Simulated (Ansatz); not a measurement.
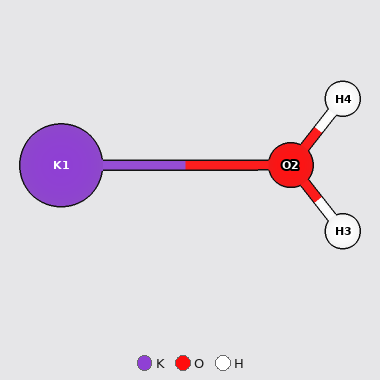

The system is H₂KO, charge +1; the picture shows the reference structure. The turn is about an axis along (−0.10, 0.99, −0.06) in the frame of the relaxed pair, normal to the line between the partners. Coordinates scanned: (1) distance O2···K1; (2) turn of K1 about O2. The scan uses a 15 × 15 grid; 113 points were computed and 98 follow by symmetry. At 14 points there is no value (left out of the scan, as a rule where atoms come close). Points are written as (first, second). Energies are in eV, from the lowest grid point. Method: RHF-MP2, frozen core/def2-TZVPD in Ansatz 0.2.0.

Its coordinates:

```xyz
4

K     0.0202   -0.1315   -2.2750
O    -0.0032    0.0207    0.3613
H    -0.7660   -0.0231    0.9546
H     0.7489    0.1340    0.9590
```

Range: distance O2···K1 from 2.218 to 4.818 Å; turn of K1 about O2 from −120.0 to 120.0°.

Question: What landscape does the calculation give?

Answer: The lowest grid point is at (2.668 Å, 0.0°). It is the only kind of minimum in the scanned range. The highest grid point, (2.218 Å, −85.7°), lies 2.24 eV above the lowest. Round the minimum the two coordinates are nearly uncoupled.

| turn of K1 about O2 ↓, distance O2···K1 → | 2.218 | 2.283 | 2.389 | 2.519 | 2.668 | 2.833 | 3.012 | 3.203 | 3.406 | 3.619 | 3.842 | 4.073 | 4.314 | 4.562 | 4.818 |
| --- | --- | --- | --- | --- | --- | --- | --- | --- | --- | --- | --- | --- | --- | --- | --- |
| 120.0 | – | – | – | – | 2.00 | 1.61 | 1.36 | 1.21 | 1.12 | 1.06 | 1.02 | 0.98 | 0.96 | 0.94 | 0.92 |
| 102.9 | – | – | – | 1.94 | 1.55 | 1.29 | 1.13 | 1.03 | 0.98 | 0.94 | 0.92 | 0.90 | 0.88 | 0.87 | 0.86 |
| 85.7 | 2.24 | 1.92 | 1.54 | 1.23 | 1.03 | 0.91 | 0.84 | 0.81 | 0.79 | 0.79 | 0.79 | 0.79 | 0.78 | 0.78 | 0.78 |
| 68.6 | 1.29 | 1.10 | 0.87 | 0.71 | 0.62 | 0.58 | 0.58 | 0.59 | 0.61 | 0.63 | 0.65 | 0.66 | 0.68 | 0.69 | 0.70 |
| 51.4 | 0.79 | 0.64 | 0.48 | 0.38 | 0.33 | 0.34 | 0.36 | 0.40 | 0.45 | 0.49 | 0.52 | 0.55 | 0.58 | 0.60 | 0.62 |
| 34.3 | 0.53 | 0.40 | 0.26 | 0.17 | 0.15 | 0.16 | 0.21 | 0.27 | 0.32 | 0.38 | 0.43 | 0.47 | 0.50 | 0.53 | 0.56 |
| 17.1 | 0.41 | 0.28 | 0.14 | 0.06 | 0.04 | 0.06 | 0.12 | 0.18 | 0.25 | 0.31 | 0.37 | 0.41 | 0.45 | 0.49 | 0.52 |
| 0.0 | 0.37 | 0.24 | 0.10 | 0.02 | 0.00 | 0.03 | 0.09 | 0.15 | 0.22 | 0.29 | 0.35 | 0.39 | 0.44 | 0.47 | 0.51 |
| −17.1 | 0.41 | 0.28 | 0.14 | 0.06 | 0.04 | 0.06 | 0.12 | 0.18 | 0.25 | 0.31 | 0.37 | 0.41 | 0.45 | 0.49 | 0.52 |
| −34.3 | 0.53 | 0.40 | 0.26 | 0.17 | 0.15 | 0.16 | 0.21 | 0.27 | 0.32 | 0.38 | 0.43 | 0.47 | 0.50 | 0.53 | 0.56 |
| −51.4 | 0.79 | 0.64 | 0.48 | 0.38 | 0.33 | 0.34 | 0.36 | 0.40 | 0.45 | 0.49 | 0.52 | 0.55 | 0.58 | 0.60 | 0.62 |
| −68.6 | 1.29 | 1.10 | 0.87 | 0.71 | 0.62 | 0.58 | 0.58 | 0.59 | 0.61 | 0.63 | 0.65 | 0.66 | 0.68 | 0.69 | 0.70 |
| −85.7 | 2.24 | 1.92 | 1.54 | 1.23 | 1.03 | 0.91 | 0.84 | 0.81 | 0.79 | 0.79 | 0.79 | 0.79 | 0.78 | 0.78 | 0.78 |
| −102.9 | – | – | – | 1.94 | 1.55 | 1.29 | 1.13 | 1.03 | 0.98 | 0.94 | 0.92 | 0.90 | 0.88 | 0.87 | 0.86 |
| −120.0 | – | – | – | – | 2.00 | 1.61 | 1.36 | 1.21 | 1.12 | 1.06 | 1.02 | 0.98 | 0.96 | 0.94 | 0.92 |

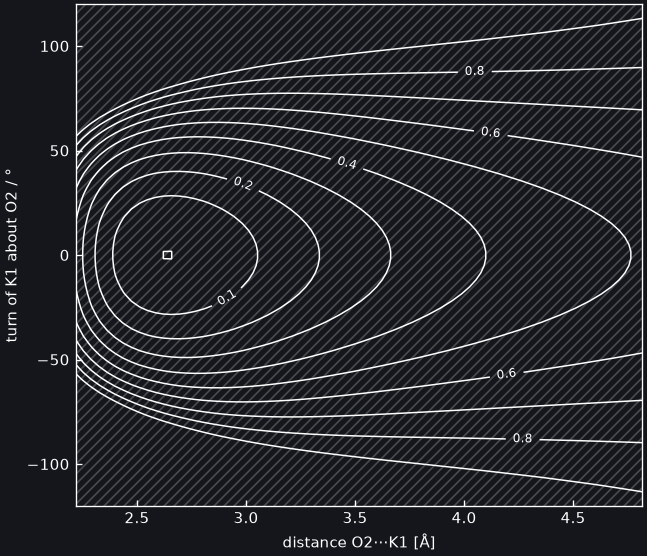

Drawn: contour lines labelled in eV (none above 0.9), hatched blanks where no value was computed. Between grid points the surface is interpolated.

Each point was launched as `ansatz run input.yaml --threads 1 --pin off --max-ram 2560MiB --backend cpu --events-out ev --progress --plain --runs-dir out`. The whole map (113 points run) took 3.5 min on 1 thread of Arm Neoverse V2, with other jobs on the host.
